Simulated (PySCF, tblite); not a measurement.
**C6H9N: a rotation path, then NMR shifts on frames, part 1 of 2**

Aim: move C6H9N (`C=C(C#N)C(C)C`) away from its starting geometry and see how NMR shifts follow the geometry.

Computed with tblite 0.8.0 and PySCF 2.14.0, with density-fitted response routines of our own, on a single molecule in the gas phase. Atoms are numbered from 0 throughout.

### Step 1. The starting structure

16 atoms, charge 0, multiplicity 1; geometry from: GFN2-xTB.

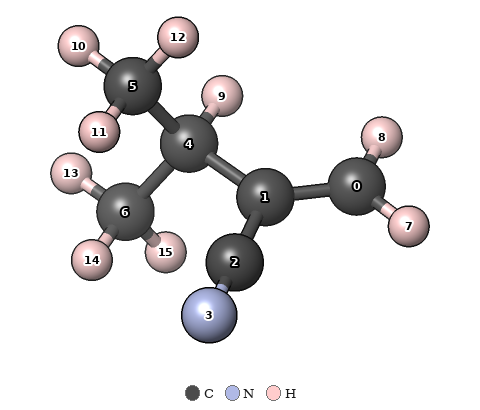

The starting geometry (carbon dark grey, nitrogen light blue, hydrogen pink), atoms numbered.

### Step 2. A band between two rotamers with GFN2-xTB

The job: settings as JSON, then the geometry in Å.

```
{"job": {"kind": "neb", "xc": "GFN2-xTB", "basis": "xTB", "atoms": [2, 1, 4, 6], "turn": 120}, "charge": 0, "multiplicity": 1}
C      2.111288    -0.636627    -0.358417
C      1.027796     0.002784     0.075439
C      1.166101     1.095856     0.966181
N      1.267541     1.981183     1.687659
C     -0.386369    -0.351495    -0.312962
C     -1.040488     0.833155    -1.026168
C     -1.183754    -0.744843     0.931931
H      3.103165    -0.347871    -0.053019
H      2.034026    -1.470897    -1.035666
H     -0.347887    -1.205483    -0.998058
H     -2.052628     0.575976    -1.329555
H     -1.086054     1.696190    -0.364883
H     -0.472560     1.107519    -1.913143
H     -2.197681    -1.023316     0.654258
H     -1.232250     0.087654     1.631234
H     -0.717845    -1.590842     1.433759
```

With the program's defaults for keys left out, this is: GFN2-xTB climbing-image nudged elastic band, gas phase.

Started as:

```sh
OMP_NUM_THREADS=1 python probes_run.py task.json out
```

The driver reads the jobs from task.json and runs them one after another.

Output:

```text
image   E - E0 / eV
  0       0.0000
  1       0.0122
  2       0.0387
  3       0.0663
  4       0.0893
  5       0.1002
  6       0.0859
  7       0.0580
  8       0.0418
```

Wall time 8.4 s (1 thread of Intel Xeon Platinum 8259CL at 2.50GHz, shared host); peak memory 0.18 GiB.

The final band, with the dihedral C2–C1–C4–C6:

```
image  dihedral (°)  energy (eV)  energy (kcal/mol)
    0           -61        0.000                0.0
    1           -46        0.012                0.3
    2           -30        0.039                0.9
    3           -14        0.066                1.5
    4             2        0.089                2.1
    5            18        0.100                2.3
    6            34        0.086                2.0
    7            50        0.058                1.3
    8            67        0.042                1.0
```

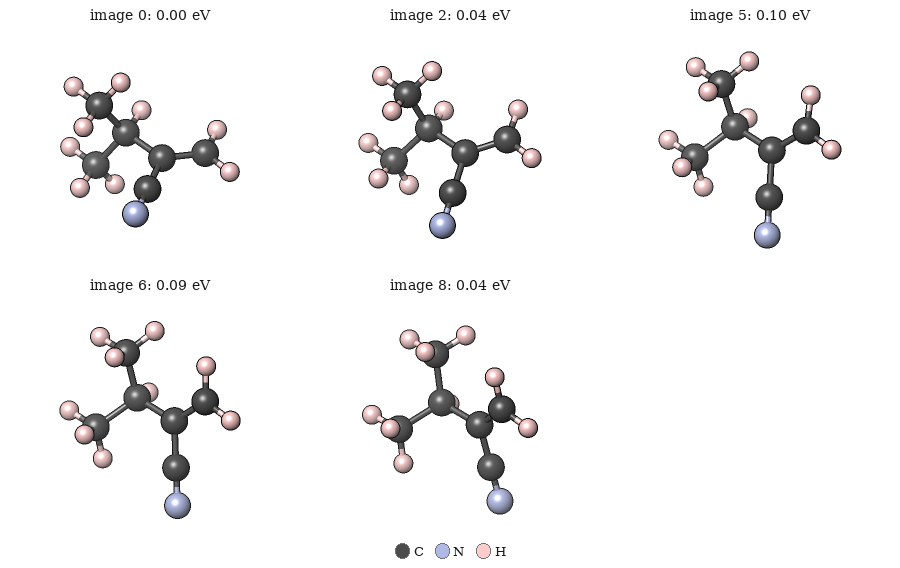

Images along the band.

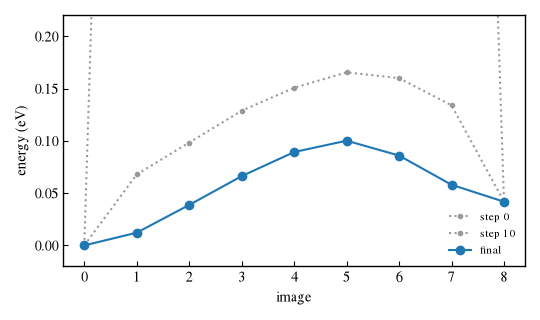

Energy along the band, early and final.

### Step 3. Nuclear shieldings: image 0, PBE0/pcSseg-1

The job: settings as JSON, then the geometry in Å.

```
{"job": {"kind": "nmr", "xc": "PBE0", "basis": "pcSseg-1", "pop": false}, "charge": 0, "multiplicity": 1}
C      2.111300    -0.636600    -0.358400
C      1.027800     0.002800     0.075400
C      1.166100     1.095900     0.966200
N      1.267500     1.981200     1.687700
C     -0.386400    -0.351500    -0.313000
C     -1.040500     0.833200    -1.026200
C     -1.183800    -0.744800     0.931900
H      3.103200    -0.347900    -0.053000
H      2.034000    -1.470900    -1.035700
H     -0.347900    -1.205500    -0.998100
H     -2.052600     0.576000    -1.329600
H     -1.086100     1.696200    -0.364900
H     -0.472600     1.107500    -1.913100
H     -2.197700    -1.023300     0.654300
H     -1.232200     0.087700     1.631200
H     -0.717800    -1.590800     1.433800
```

With the program's defaults for keys left out, this is: GIAO PBE0/pcSseg-1 NMR shielding, non-relativistic, gas phase.

Output:

```text
coarse grid: 13160 points
cycle   1  E = -288.2870431204  dE =  7.896e-01  |g| = 4.774e-01  |ddm| = 3.556e+00
cycle   2  E = -288.1850893353  dE =  1.020e-01  |g| = 8.468e-01  |ddm| = 1.132e+00
cycle   3  E = -288.3378622057  dE = -1.528e-01  |g| = 1.827e-01  |ddm| = 7.683e-01
cycle   4  E = -288.3454499537  dE = -7.588e-03  |g| = 3.610e-02  |ddm| = 1.609e-01
cycle   5  E = -288.3457359845  dE = -2.860e-04  |g| = 9.657e-03  |ddm| = 4.290e-02
cycle   6  E = -288.3457574833  dE = -2.150e-05  |g| = 2.474e-03  |ddm| = 1.097e-02
cycle   7  E = -288.3457587945  dE = -1.311e-06  |g| = 1.090e-03  |ddm| = 2.849e-03
final grid: 126592 points
cycle   8  E = -288.3878941355  dE = -3.814e-05  |g| = 7.617e-03  |ddm| = 3.432e-02
cycle   9  E = -288.3878922472  dE =  1.888e-06  |g| = 8.115e-03  |ddm| = 1.300e-02
cycle  10  E = -288.3879090099  dE = -1.676e-05  |g| = 6.799e-04  |ddm| = 6.656e-03
cycle  11  E = -288.3879091135  dE = -1.035e-07  |g| = 2.692e-04  |ddm| = 9.031e-04
cycle  12  E = -288.3879091272  dE = -1.373e-08  |g| = 1.281e-04  |ddm| = 2.908e-04
cycle  13  E = -288.3879091305  dE = -3.342e-09  |g| = 4.726e-05  |ddm| = 1.191e-04
cycle  14  E = -288.3879091310  dE = -4.469e-10  |g| = 1.306e-05  |ddm| = 4.464e-05
converged SCF energy = -288.3879091310

GIAO shielding tensors (ppm)
atom      isotropic    diamagn.    paramagn.     s11        s22        s33       span
  0 C       50.829     249.552    -198.722    -68.699     65.999    155.188    223.887
  1 C       47.522     262.280    -214.758    -75.088     73.218    144.437    219.525
  2 C       64.465     260.015    -195.550    -54.095    -44.466    291.957    346.053
  3 N      -53.176     341.481    -394.657   -206.674   -187.201    234.346    441.020
  4 C      145.697     243.252     -97.555    136.033    139.726    161.332     25.299
  5 C      162.928     248.179     -85.251    147.106    155.970    185.708     38.603
  6 C      162.887     248.180     -85.293    147.033    155.937    185.690     38.657
  7 H       25.649      28.550      -2.901     21.726     24.613     30.607      8.881
  8 H       25.626      30.802      -5.175     21.696     24.937     30.245      8.549
  9 H       29.338      33.028      -3.690     26.784     27.161     34.068      7.284
 10 H       30.600      30.241       0.359     26.484     28.076     37.240     10.755
 11 H       30.239      31.067      -0.828     26.588     29.658     34.471      7.883
 12 H       30.601      30.394       0.207     26.615     28.068     37.120     10.505
 13 H       30.598      30.243       0.355     26.482     28.077     37.236     10.754
 14 H       30.234      31.064      -0.830     26.586     29.650     34.467      7.882
 15 H       30.596      30.394       0.202     26.611     28.063     37.114     10.503
```

Wall time 45 s (1 thread of Intel Xeon Platinum 8259CL at 2.50GHz, shared host); peak memory 0.75 GiB.

Shifts follow as δ = σ(reference) − σ, with reference shieldings (ppm) from runs at the same level and on the same kind of geometry: ¹H TMS 31.72, ¹³C TMS 186.9, ¹⁵N NH3 267.7. The references are single molecules in the gas phase, so shifts against H2O, NH3, PH3, H3PO4 or CFCl3 are not on the usual liquid scales and can be off by tens of ppm. Each atom is listed at this fixed geometry, with no averaging over motion; a spectrum would average atoms that exchange fast.

```
atoms                         environment  σ (ppm)  δ (ppm)
   C1     fully substituted alkene carbon     47.5    139.4
   C0                terminal =CH2 carbon     50.8    136.1
   C2                      nitrile carbon     64.5    122.5
   C4                      allylic sp3 CH    145.7     41.2
   C6                       methyl carbon    162.9     24.0
   C5                       methyl carbon    162.9     24.0
   H8  hydrogen on a terminal =CH2 carbon    25.63     6.09
   H7  hydrogen on a terminal =CH2 carbon    25.65     6.07
   H9       hydrogen on an allylic sp3 CH    29.34     2.38
  H14         hydrogen on a methyl carbon    30.23     1.48
  H11         hydrogen on a methyl carbon    30.24     1.48
  H15         hydrogen on a methyl carbon    30.60     1.12
  H13         hydrogen on a methyl carbon    30.60     1.12
  H10         hydrogen on a methyl carbon    30.60     1.12
  H12         hydrogen on a methyl carbon    30.60     1.12
   N3                    nitrile nitrogen    -53.2    320.9
```

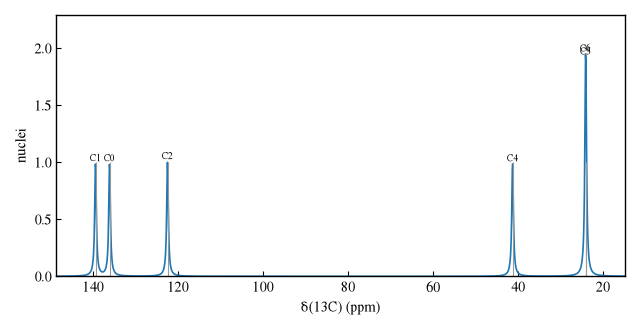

¹³C lines at the computed shifts, without couplings. Lines are broadened to a width of 0.46 ppm (Lorentzian).

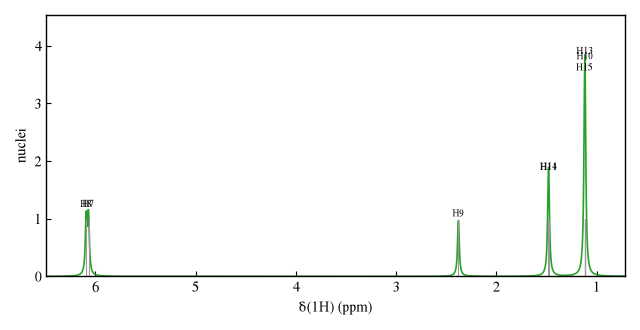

¹H lines at the computed shifts, without couplings. Lines are broadened to a width of 0.02 ppm (Lorentzian).

The fields below are evaluated on a grid from the run's orbitals.

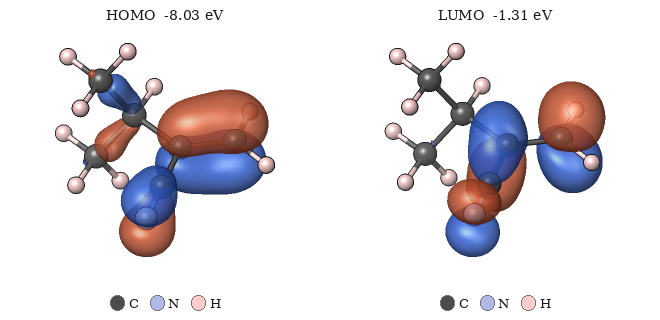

PBE0/pcSseg-1 orbitals near the gap, drawn at the value that encloses 70 % of each; the two colours are the two signs.

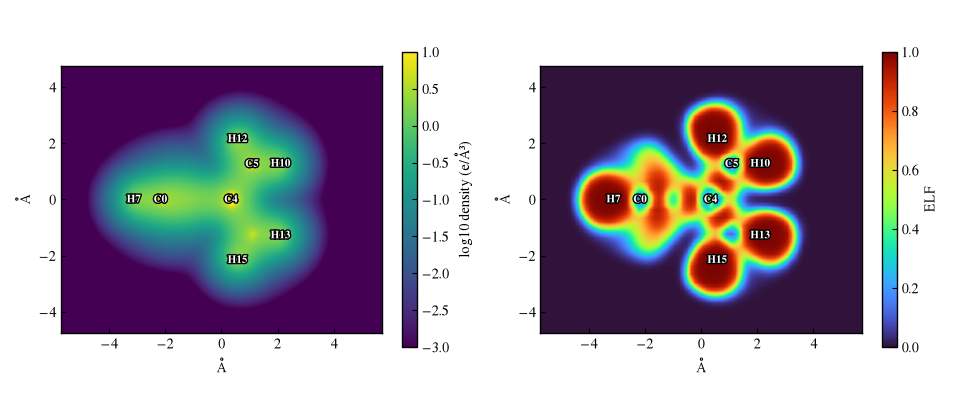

Density (left) and ELF (right) in a plane through or near 8 of the atoms.

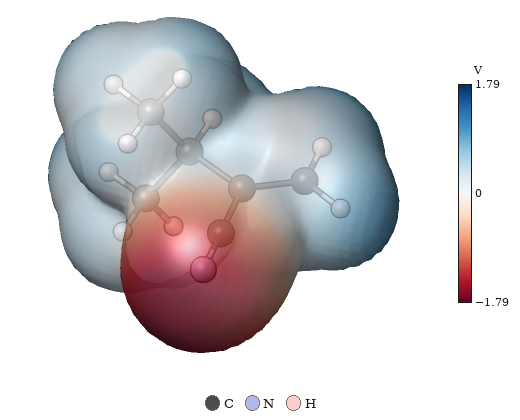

The potential that a unit positive charge feels on the 0.002 e/bohr³ surface, from -1.79 V near N3 to 1.22 V near H8.

### Step 4. NMR shieldings: image 2, PBE0/pcSseg-1

The job: settings as JSON, then the geometry in Å.

```
{"job": {"kind": "nmr", "xc": "PBE0", "basis": "pcSseg-1", "pop": false}, "charge": 0, "multiplicity": 1}
C      2.102200    -0.377700    -0.577900
C      1.028000    -0.035000     0.130400
C      1.196000     0.738300     1.305200
N      1.327400     1.351900     2.265000
C     -0.391900    -0.404900    -0.234100
C     -0.976900     0.651800    -1.176000
C     -1.254100    -0.538000     1.020300
H      3.093000    -0.076100    -0.281300
H      2.021300    -0.967400    -1.475800
H     -0.368500    -1.364700    -0.762700
H     -1.987500     0.370600    -1.463900
H     -1.016500     1.621400    -0.683900
H     -0.374300     0.744000    -2.077600
H     -2.268400    -0.825700     0.754600
H     -1.293400     0.409700     1.554100
H     -0.844000    -1.289300     1.692200
```

Method: GIAO PBE0/pcSseg-1 NMR shielding, non-relativistic, gas phase.

Output:

```text
coarse grid: 13160 points
cycle   1  E = -288.2835677418  dE =  7.908e-01  |g| = 4.793e-01  |ddm| = 3.565e+00
cycle   2  E = -288.1791713880  dE =  1.044e-01  |g| = 8.540e-01  |ddm| = 1.149e+00
cycle   3  E = -288.3348185388  dE = -1.556e-01  |g| = 1.831e-01  |ddm| = 7.790e-01
cycle   4  E = -288.3424437581  dE = -7.625e-03  |g| = 3.606e-02  |ddm| = 1.605e-01
cycle   5  E = -288.3427314776  dE = -2.877e-04  |g| = 9.310e-03  |ddm| = 4.285e-02
cycle   6  E = -288.3427522295  dE = -2.075e-05  |g| = 1.873e-03  |ddm| = 1.082e-02
cycle   7  E = -288.3427529340  dE = -7.045e-07  |g| = 8.307e-04  |ddm| = 2.115e-03
final grid: 126592 points
cycle   8  E = -288.3852950000  dE = -3.963e-05  |g| = 7.550e-03  |ddm| = 3.442e-02
cycle   9  E = -288.3852934908  dE =  1.509e-06  |g| = 7.971e-03  |ddm| = 1.282e-02
cycle  10  E = -288.3853096339  dE = -1.614e-05  |g| = 5.881e-04  |ddm| = 6.519e-03
cycle  11  E = -288.3853097153  dE = -8.140e-08  |g| = 1.824e-04  |ddm| = 8.163e-04
cycle  12  E = -288.3853097208  dE = -5.513e-09  |g| = 1.085e-04  |ddm| = 2.285e-04
cycle  13  E = -288.3853097234  dE = -2.594e-09  |g| = 3.430e-05  |ddm| = 9.684e-05
cycle  14  E = -288.3853097236  dE = -2.183e-10  |g| = 1.314e-05  |ddm| = 3.487e-05
converged SCF energy = -288.3853097236

GIAO shielding tensors (ppm)
atom      isotropic    diamagn.    paramagn.     s11        s22        s33       span
  0 C       48.222     249.797    -201.575    -75.198     61.390    158.473    233.671
  1 C       47.674     261.226    -213.552    -74.537     74.079    143.480    218.017
  2 C       64.205     260.169    -195.964    -55.165    -44.280    292.060    347.224
  3 N      -54.185     341.533    -395.717   -202.254   -187.737    227.438    429.692
  4 C      150.171     243.527     -93.356    140.156    147.318    163.039     22.883
  5 C      159.017     248.037     -89.020    134.423    157.379    185.250     50.827
  6 C      163.909     248.207     -84.298    150.521    158.214    182.993     32.473
  7 H       25.439      28.558      -3.119     21.449     24.591     30.277      8.828
  8 H       25.620      30.797      -5.177     21.378     25.019     30.463      9.086
  9 H       29.298      32.484      -3.186     26.270     27.306     34.318      8.048
 10 H       30.556      30.347       0.209     26.352     28.133     37.185     10.833
 11 H       30.487      30.819      -0.332     27.084     29.358     35.018      7.934
 12 H       30.625      30.699      -0.074     26.410     28.643     36.820     10.410
 13 H       30.648      30.061       0.587     26.323     28.388     37.233     10.909
 14 H       30.125      31.485      -1.359     26.711     29.242     34.422      7.711
 15 H       30.392      30.420      -0.028     26.514     27.686     36.977     10.464
```

Wall time 37 s (1 thread of Intel Xeon Platinum 8259CL at 2.50GHz, shared host); peak memory 0.78 GiB.

Key values: δ C1 139.3, C0 138.7, C2 122.7, C4 36.8, H7 6.28, H8 6.10 ppm.

(Continued in part 2 of 2.)
